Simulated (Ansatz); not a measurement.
**SbSi6O16 (charge +1): geometry relaxation (part 2 of 2)**

The same run, continued: SbSi6O16 (defect cell, 23 atoms in the cell, total charge +1); DFT LDA, scalar-relativistic, plane waves, PAW, PAW set soft_1, no spin polarisation (Ansatz 0.2.0); cutoff 420 eV, 2×2×2 k-mesh, Fermi–Dirac smearing of 0.02 eV. The structure derives from an entry of the Crystallography Open Database. It belongs to a series of runs on one base structure; here: end point B relaxed.

Geometry of the input (Å; fractional positions):
```
-4.1043  -4.1043  0.0000
4.1043  -4.1043  0.0000
0.0000  0.0000  5.2834
Si 0.0000  0.5000  0.2500
O  0.1947  0.5000  0.0000
O  -0.0000  0.1947  0.2500
O  0.8053  0.5000  0.0000
O  -0.0000  0.8053  0.2500
Sb 0.5000  0.5000  0.0000
Si 0.0000  0.5000  0.7500
O  0.1947  0.5000  0.5000
O  -0.0000  0.1947  0.7500
O  0.8053  0.5000  0.5000
O  -0.0000  0.8053  0.7500
Si 0.0000  0.0000  0.0000
Si 0.5000  0.0000  0.2500
O  0.6947  -0.0000  0.0000
O  0.5000  0.6947  0.2500
O  0.3053  -0.0000  0.0000
O  0.5000  0.3053  0.2500
Si 0.0000  0.0000  0.5000
Si 0.5000  0.0000  0.7500
O  0.6947  -0.0000  0.5000
O  0.5000  0.6947  0.7500
O  0.3053  -0.0000  0.5000
O  0.5000  0.3053  0.7500
```

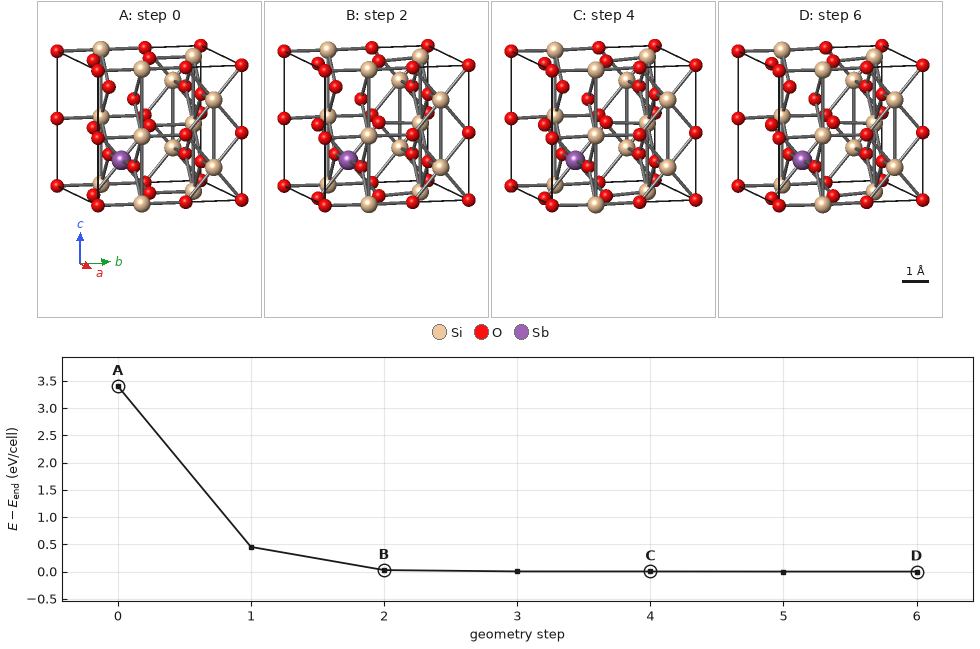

*Frames of the relaxation (ball-and-stick view of the cell of the calculation (origin shifted), seen slightly off an axis) above the curves, on which the letters mark them (the first geometry is step 0 here and step 1 in the log).*

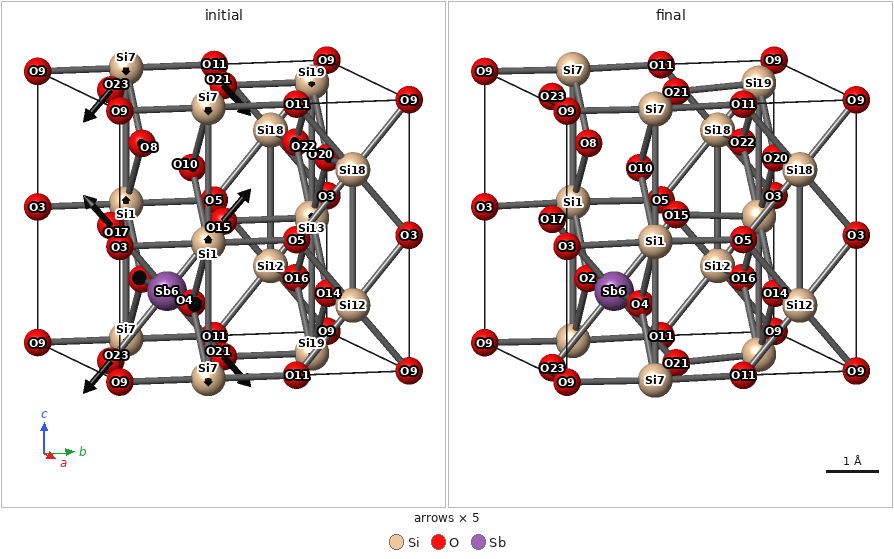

*Before (left) and after (right) the relaxation, at one scale (ball-and-stick view of the cell of the calculation (origin shifted), seen slightly off an axis). The black arrows give the displacements, magnified 5 times.*

The energy falls by 3.402 eV per cell of the calculation in 6 geometry steps. The largest force component goes from 5.5 to 0.0033 eV/Å. The largest moves, 0.17 Å, are those of O15, O17, O21 and O23. By element the largest moves are O 0.17 Å, Si 0.03 Å. Sb stays in place. The cell doesn't change. Among the contacts that change: Sb6–O15 1.738 → 1.905 Å, Si13–O15 1.772 → 1.663 Å, O2–Sb6 1.772 → 1.859 Å, Si1–Si7 2.642 → 2.703 Å. Among the angles that change: Si1–O4–Si7 98.9° → 104.7°, Sb6–O15–Si13 130.6° → 127.1°, Si1–O4–Sb6 130.6° → 127.7°. (Atoms are counted from 1 in the order of the input.)

```
SCF converged after 6 iterations
Free energy (F): -18890.630901 eV
Harris-Foulkes:  -18890.630901 eV  (|F-HF|=0.00e0)
Internal energy: -18890.619307 eV  (E = F + TS)
E sigma→0 (E₀):  -18890.625104 eV
Entropy (-TS):   -0.011593 eV (-0.504 meV/atom)
Fermi energy:    10.025251 eV
--- Per-component energies (eV) ---
  E_band       = 98.689040
  E_kinetic    = 3201.684417
  E_local      = -6112.754224  (includes V_loc(G=0)·N_el)
  E_nonlocal   = 1408.551025
  E_hartree    = 2280.061991
  E_xc         = -1574.435108
  E_vxc        = -1847.260476  (∫ρ·V_xc dr)
  E_paw        = -9755.337586  (= ΣΔE_a)
  E_vpaw       = -1111.668837  (= ΣTr[D̂ρ^β])
  E_aug_tail   = 0.013146  (compensation charges beyond the density's cutoff)
  E_ewald      = -8341.018508
  E_core_change = 2.615539  (= ΣΔE_core)
  E_smearing   = -0.011593  (= −TS)
  E_closure    = -0.000000  (closes the sum)
  E_deformation_potential = 19.890800  (in the stress; not in F)
  Σ components = -18890.630901   (vs F -18890.630901, Δ=0.00e0)
--- Forces (eV/Å), atoms counted from 1 ---
  atom   1  Si    -0.00000000     0.00000000    -0.00263571
  atom   2  O      0.00030110     0.00030110     0.00000000
  atom   3  O      0.00019892    -0.00019892     0.00013484
  atom   4  O     -0.00030110    -0.00030110     0.00000000
  atom   5  O     -0.00019892     0.00019892     0.00013484
  atom   6  Sb     0.00000000     0.00000000     0.00000000
  atom   7  Si    -0.00000000     0.00000000     0.00263571
  atom   8  O     -0.00026505    -0.00026505     0.00000000
  atom   9  O      0.00019892    -0.00019892    -0.00013484
  atom  10  O      0.00026505     0.00026505     0.00000000
  atom  11  O     -0.00019892     0.00019892    -0.00013484
  atom  12  Si     0.00000000    -0.00000000     0.00000000
  atom  13  Si    -0.00000000    -0.00000000     0.00020089
  atom  14  O     -0.00332739    -0.00332739     0.00000000
  atom  15  O      0.00064143    -0.00064143    -0.00145154
  atom  16  O      0.00332739     0.00332739     0.00000000
  atom  17  O     -0.00064143     0.00064143    -0.00145154
  atom  18  Si     0.00000000    -0.00000000     0.00000000
  atom  19  Si    -0.00000000     0.00000000    -0.00020089
  atom  20  O      0.00014154     0.00014154     0.00000000
  atom  21  O      0.00064143    -0.00064143     0.00145154
  atom  22  O     -0.00014154    -0.00014154     0.00000000
  atom  23  O     -0.00064143     0.00064143     0.00145154
  max |Σ_I F_I| component: 6.51e-19 eV/Å
--- Relaxed structure (7 steps of the walk, 7 accepted, 0 SCFs on fresh bases) ---
  F+E_penalty+E_count = -18890.63090097 eV   max|allowed force component| = 3.327e-3 eV/Å
  atoms:
    - { symbol: Si, position: [0.0, 0.5, 0.25582445363602135] }
    - { symbol: O, position: [0.17974176104314626, 0.49999999999999994, -1.1381302523217275e-19] }
    - { symbol: O, position: [0.0, 0.19525254759853883, 0.25046607705757845] }
    - { symbol: O, position: [0.8202582389568537, 0.4999999999999999, -1.1381302523217275e-19] }
    - { symbol: O, position: [0.0, 0.8047474524014613, 0.25046607705757845] }
    - { symbol: Sb, position: [0.5, 0.5, -1.1381302523217275e-19] }
    - { symbol: Si, position: [0.0, 0.5, 0.7441755463639786] }
    - { symbol: O, position: [0.19024437838133815, 0.5, 0.49999999999999994] }
    - { symbol: O, position: [0.0, 0.19525254759853883, 0.7495339229424215] }
    - { symbol: O, position: [0.809755621618662, 0.5000000000000001, 0.49999999999999994] }
    - { symbol: O, position: [0.0, 0.8047474524014613, 0.7495339229424215] }
    - { symbol: Si, position: [-1.6481443295596783e-19, 2.009932109219095e-20, -1.1381302523217275e-19] }
    - { symbol: Si, position: [0.5, 0.0, 0.25392086544953724] }
    - { symbol: O, position: [0.6973682308663312, 0.0, -1.1381302523217275e-19] }
    - { symbol: O, position: [0.49999999999999994, 0.7140019001774819, 0.27345394603081513] }
    - { symbol: O, position: [0.30263176913366885, 0.0, -1.1381302523217275e-19] }
    - { symbol: O, position: [0.5, 0.28599809982251806, 0.27345394603081513] }
    - { symbol: Si, position: [-1.648144329559677e-19, 2.0099321092191e-20, 0.49999999999999994] }
    - { symbol: Si, position: [0.5, 0.0, 0.7460791345504626] }
    - { symbol: O, position: [0.7006543931375857, 0.0, 0.49999999999999994] }
    - { symbol: O, position: [0.49999999999999994, 0.7140019001774819, 0.7265460539691847] }
    - { symbol: O, position: [0.29934560686241435, 0.0, 0.49999999999999994] }
    - { symbol: O, position: [0.5, 0.28599809982251806, 0.7265460539691847] }
```

Trajectory as extended XYZ (Å, eV, eV/Å), 7 frames, from step=1 to step=7
```
23
Lattice="-4.1043 -4.1043 0.0000 4.1043 -4.1043 0.0000 0.0000 0.0000 5.2834" Properties=species:S:1:pos:R:3:forces:R:3 step=1 energy=-18887.22887
Si    2.0522   -2.0522    1.3209    0.0000   0.0000   0.5937
O     1.2530   -2.8513    0.0000    5.2216   5.2216   0.0000
O     0.7991   -0.7991    1.3209    0.1202  -0.1202  -0.1606
O    -1.2530   -5.3573    0.0000   -5.2216  -5.2216   0.0000
O     3.3052   -3.3052    1.3209   -0.1202   0.1202  -0.1606
Sb    0.0000   -4.1043    0.0000    0.0000   0.0000   0.0000
Si    2.0522   -2.0522    3.9625    0.0000   0.0000  -0.5937
O     1.2530   -2.8513    2.6417    0.9617   0.9617   0.0000
O     0.7991   -0.7991    3.9625    0.1202  -0.1202   0.1606
O    -1.2530   -5.3573    2.6417   -0.9617  -0.9617   0.0000
O     3.3052   -3.3052    3.9625   -0.1202   0.1202   0.1606
Si    0.0000    0.0000    0.0000    0.0000   0.0000   0.0000
Si   -2.0522   -2.0522    1.3209    0.0000   0.0000   1.3247
O    -2.8513   -2.8513    0.0000   -0.4765  -0.4765   0.0000
O     0.7991   -4.9034    1.3209    4.9266  -4.9266   5.5236
O    -1.2530   -1.2530    0.0000    0.4765   0.4765   0.0000
O    -0.7991   -3.3052    1.3209   -4.9266   4.9266   5.5236
Si    0.0000    0.0000    2.6417    0.0000   0.0000   0.0000
Si   -2.0522   -2.0522    3.9625    0.0000   0.0000  -1.3247
O    -2.8513   -2.8513    2.6417   -0.3762  -0.3762   0.0000
O     0.7991   -4.9034    3.9625    4.9266  -4.9266  -5.5236
O    -1.2530   -1.2530    2.6417    0.3762   0.3762   0.0000
O    -0.7991   -3.3052    3.9625   -4.9266   4.9266  -5.5236
23
Lattice="-4.1043 -4.1043 0.0000 4.1043 -4.1043 0.0000 0.0000 0.0000 5.2834" Properties=species:S:1:pos:R:3:forces:R:3 step=2 energy=-18890.17856
Si    2.0522   -2.0522    1.3352    0.0000   0.0000   0.5214
O     1.2987   -2.8056    0.0000    1.3131   1.3131   0.0000
O     0.7999   -0.7999    1.3214    0.0272  -0.0272   0.0406
O    -1.2987   -5.4030    0.0000   -1.3131  -1.3131   0.0000
O     3.3044   -3.3044    1.3214   -0.0272   0.0272   0.0406
Sb    0.0000   -4.1043    0.0000    0.0000   0.0000   0.0000
Si    2.0522   -2.0522    3.9482    0.0000   0.0000  -0.5214
O     1.2614   -2.8429    2.6417    0.4503   0.4503   0.0000
O     0.7999   -0.7999    3.9620    0.0272  -0.0272  -0.0406
O    -1.2614   -5.3657    2.6417   -0.4503  -0.4503   0.0000
O     3.3044   -3.3044    3.9620   -0.0272   0.0272  -0.0406
Si    0.0000    0.0000    0.0000    0.0000   0.0000   0.0000
Si   -2.0522   -2.0522    1.3399    0.0000   0.0000   0.3126
O    -2.8509   -2.8509    0.0000   -0.4217  -0.4217   0.0000
O     0.8417   -4.9460    1.4064    1.7589  -1.7589   1.5359
O    -1.2534   -1.2534    0.0000    0.4217   0.4217   0.0000
O    -0.8417   -3.2626    1.4064   -1.7589   1.7589   1.5359
Si    0.0000    0.0000    2.6417    0.0000   0.0000   0.0000
Si   -2.0522   -2.0522    3.9435    0.0000   0.0000  -0.3126
O    -2.8594   -2.8594    2.6417   -0.4677  -0.4677   0.0000
O     0.8417   -4.9460    3.8770    1.7589  -1.7589  -1.5359
O    -1.2449   -1.2449    2.6417    0.4677   0.4677   0.0000
O    -0.8417   -3.2626    3.8770   -1.7589   1.7589  -1.5359
23
Lattice="-4.1043 -4.1043 0.0000 4.1043 -4.1043 0.0000 0.0000 0.0000 5.2834" Properties=species:S:1:pos:R:3:forces:R:3 step=3 energy=-18890.60381
Si    2.0522   -2.0522    1.3437    0.0000   0.0000   0.4489
O     1.3152   -2.7891    0.0000   -0.0476  -0.0476   0.0000
O     0.8002   -0.8002    1.3238    0.0284  -0.0284  -0.0111
O    -1.3152   -5.4195    0.0000    0.0476   0.0476   0.0000
O     3.3041   -3.3041    1.3238   -0.0284   0.0284  -0.0111
Sb    0.0000   -4.1043    0.0000    0.0000   0.0000   0.0000
Si    2.0522   -2.0522    3.9397    0.0000   0.0000  -0.4489
O     1.2681   -2.8362    2.6417    0.1768   0.1768   0.0000
O     0.8002   -0.8002    3.9596    0.0284  -0.0284   0.0111
O    -1.2681   -5.3724    2.6417   -0.1768  -0.1768   0.0000
O     3.3041   -3.3041    3.9596   -0.0284   0.0284   0.0111
Si    0.0000    0.0000    0.0000    0.0000   0.0000   0.0000
Si   -2.0522   -2.0522    1.3469    0.0000   0.0000  -0.1802
O    -2.8560   -2.8560    0.0000   -0.2053  -0.2053   0.0000
O     0.8691   -4.9734    1.4409    0.3555  -0.3555   0.2081
O    -1.2483   -1.2483    0.0000    0.2053   0.2053   0.0000
O    -0.8691   -3.2352    1.4409   -0.3555   0.3555   0.2081
Si    0.0000    0.0000    2.6417    0.0000   0.0000   0.0000
Si   -2.0522   -2.0522    3.9365    0.0000   0.0000   0.1802
O    -2.8688   -2.8688    2.6417   -0.2689  -0.2689   0.0000
O     0.8691   -4.9734    3.8425    0.3555  -0.3555  -0.2081
O    -1.2355   -1.2355    2.6417    0.2689   0.2689   0.0000
O    -0.8691   -3.2352    3.8425   -0.3555   0.3555  -0.2081
23
Lattice="-4.1043 -4.1043 0.0000 4.1043 -4.1043 0.0000 0.0000 0.0000 5.2834" Properties=species:S:1:pos:R:3:forces:R:3 step=4 energy=-18890.62840
Si    2.0522   -2.0522    1.3481    0.0000   0.0000   0.2130
O     1.3153   -2.7890    0.0000   -0.0761  -0.0761   0.0000
O     0.8007   -0.8007    1.3245    0.0242  -0.0242  -0.0398
O    -1.3153   -5.4196    0.0000    0.0761   0.0761   0.0000
O     3.3036   -3.3036    1.3245   -0.0242   0.0242  -0.0398
Sb    0.0000   -4.1043    0.0000    0.0000   0.0000   0.0000
Si    2.0522   -2.0522    3.9353    0.0000   0.0000  -0.2130
O     1.2714   -2.8329    2.6417    0.0340   0.0340   0.0000
O     0.8007   -0.8007    3.9589    0.0242  -0.0242   0.0398
O    -1.2714   -5.3757    2.6417   -0.0340  -0.0340   0.0000
O     3.3036   -3.3036    3.9589   -0.0242   0.0242   0.0398
Si    0.0000    0.0000    0.0000    0.0000   0.0000   0.0000
Si   -2.0522   -2.0522    1.3455    0.0000   0.0000  -0.1690
O    -2.8600   -2.8600    0.0000   -0.0717  -0.0717   0.0000
O     0.8773   -4.9816    1.4457    0.0115  -0.0115  -0.0125
O    -1.2443   -1.2443    0.0000    0.0717   0.0717   0.0000
O    -0.8773   -3.2270    1.4457   -0.0115   0.0115  -0.0125
Si    0.0000    0.0000    2.6417    0.0000   0.0000   0.0000
Si   -2.0522   -2.0522    3.9379    0.0000   0.0000   0.1690
O    -2.8736   -2.8736    2.6417   -0.0983  -0.0983   0.0000
O     0.8773   -4.9816    3.8377    0.0115  -0.0115   0.0125
O    -1.2307   -1.2307    2.6417    0.0983   0.0983   0.0000
O    -0.8773   -3.2270    3.8377   -0.0115   0.0115   0.0125
23
Lattice="-4.1043 -4.1043 0.0000 4.1043 -4.1043 0.0000 0.0000 0.0000 5.2834" Properties=species:S:1:pos:R:3:forces:R:3 step=5 energy=-18890.62881
Si    2.0522   -2.0522    1.3547    0.0000   0.0000  -0.1595
O     1.3152   -2.7891    0.0000   -0.0403  -0.0403   0.0000
O     0.8016   -0.8016    1.3204   -0.0139   0.0139   0.1108
O    -1.3152   -5.4195    0.0000    0.0403   0.0403   0.0000
O     3.3027   -3.3027    1.3204    0.0139  -0.0139   0.1108
Sb    0.0000   -4.1043    0.0000    0.0000   0.0000   0.0000
Si    2.0522   -2.0522    3.9287    0.0000   0.0000   0.1595
O     1.2702   -2.8341    2.6417    0.0066   0.0066   0.0000
O     0.8016   -0.8016    3.9630   -0.0139   0.0139  -0.1108
O    -1.2702   -5.3745    2.6417   -0.0066  -0.0066   0.0000
O     3.3027   -3.3027    3.9630    0.0139  -0.0139  -0.1108
Si    0.0000    0.0000    0.0000    0.0000   0.0000   0.0000
Si   -2.0522   -2.0522    1.3379    0.0000   0.0000   0.1372
O    -2.8643   -2.8643    0.0000    0.0811   0.0811   0.0000
O     0.8781   -4.9824    1.4447    0.0298  -0.0298   0.0002
O    -1.2400   -1.2400    0.0000   -0.0811  -0.0811   0.0000
O    -0.8781   -3.2262    1.4447   -0.0298   0.0298   0.0002
Si    0.0000    0.0000    2.6417    0.0000   0.0000   0.0000
Si   -2.0522   -2.0522    3.9455    0.0000   0.0000  -0.1372
O    -2.8755   -2.8755    2.6417   -0.0044  -0.0044   0.0000
O     0.8781   -4.9824    3.8387    0.0298  -0.0298  -0.0002
O    -1.2288   -1.2288    2.6417    0.0044   0.0044   0.0000
O    -0.8781   -3.2262    3.8387   -0.0298   0.0298  -0.0002
23
Lattice="-4.1043 -4.1043 0.0000 4.1043 -4.1043 0.0000 0.0000 0.0000 5.2834" Properties=species:S:1:pos:R:3:forces:R:3 step=6 energy=-18890.63090
Si    2.0522   -2.0522    1.3516    0.0000   0.0000  -0.0027
O     1.3144   -2.7899    0.0000    0.0003   0.0003   0.0000
O     0.8014   -0.8014    1.3233    0.0002  -0.0002   0.0002
O    -1.3144   -5.4187    0.0000   -0.0003  -0.0003   0.0000
O     3.3029   -3.3029    1.3233   -0.0002   0.0002   0.0002
Sb    0.0000   -4.1043    0.0000    0.0000   0.0000   0.0000
Si    2.0522   -2.0522    3.9318    0.0000   0.0000   0.0027
O     1.2713   -2.8330    2.6417   -0.0003  -0.0003   0.0000
O     0.8014   -0.8014    3.9601    0.0002  -0.0002  -0.0002
O    -1.2713   -5.3756    2.6417    0.0003   0.0003   0.0000
O     3.3029   -3.3029    3.9601   -0.0002   0.0002  -0.0002
Si    0.0000    0.0000    0.0000    0.0000   0.0000   0.0000
Si   -2.0522   -2.0522    1.3416    0.0000   0.0000   0.0003
O    -2.8622   -2.8622    0.0000   -0.0033  -0.0033   0.0000
O     0.8783   -4.9826    1.4448    0.0006  -0.0006  -0.0015
O    -1.2421   -1.2421    0.0000    0.0033   0.0033   0.0000
O    -0.8783   -3.2260    1.4448   -0.0006   0.0006  -0.0015
Si    0.0000    0.0000    2.6417    0.0000   0.0000   0.0000
Si   -2.0522   -2.0522    3.9418    0.0000   0.0000  -0.0003
O    -2.8757   -2.8757    2.6417    0.0001   0.0001   0.0000
O     0.8783   -4.9826    3.8386    0.0006  -0.0006   0.0015
O    -1.2286   -1.2286    2.6417   -0.0001  -0.0001   0.0000
O    -0.8783   -3.2260    3.8386   -0.0006   0.0006   0.0015
23
Lattice="-4.1043 -4.1043 0.0000 4.1043 -4.1043 0.0000 0.0000 0.0000 5.2834" Properties=species:S:1:pos:R:3:forces:R:3 step=7 energy=-18890.63090
Si    2.0522   -2.0522    1.3516    0.0000   0.0000  -0.0026
O     1.3144   -2.7899    0.0000    0.0003   0.0003   0.0000
O     0.8014   -0.8014    1.3233    0.0002  -0.0002   0.0001
O    -1.3144   -5.4187    0.0000   -0.0003  -0.0003   0.0000
O     3.3029   -3.3029    1.3233   -0.0002   0.0002   0.0001
Sb    0.0000   -4.1043    0.0000    0.0000   0.0000   0.0000
Si    2.0522   -2.0522    3.9318    0.0000   0.0000   0.0026
O     1.2713   -2.8330    2.6417   -0.0003  -0.0003   0.0000
O     0.8014   -0.8014    3.9601    0.0002  -0.0002  -0.0001
O    -1.2713   -5.3756    2.6417    0.0003   0.0003   0.0000
O     3.3029   -3.3029    3.9601   -0.0002   0.0002  -0.0001
Si    0.0000    0.0000    0.0000    0.0000   0.0000   0.0000
Si   -2.0522   -2.0522    1.3416    0.0000   0.0000   0.0002
O    -2.8622   -2.8622    0.0000   -0.0033  -0.0033   0.0000
O     0.8783   -4.9826    1.4448    0.0006  -0.0006  -0.0015
O    -1.2421   -1.2421    0.0000    0.0033   0.0033   0.0000
O    -0.8783   -3.2260    1.4448   -0.0006   0.0006  -0.0015
Si    0.0000    0.0000    2.6417    0.0000   0.0000   0.0000
Si   -2.0522   -2.0522    3.9418    0.0000   0.0000  -0.0002
O    -2.8757   -2.8757    2.6417    0.0001   0.0001   0.0000
O     0.8783   -4.9826    3.8386    0.0006  -0.0006   0.0015
O    -1.2286   -1.2286    2.6417   -0.0001  -0.0001   0.0000
O    -0.8783   -3.2260    3.8386   -0.0006   0.0006   0.0015
```
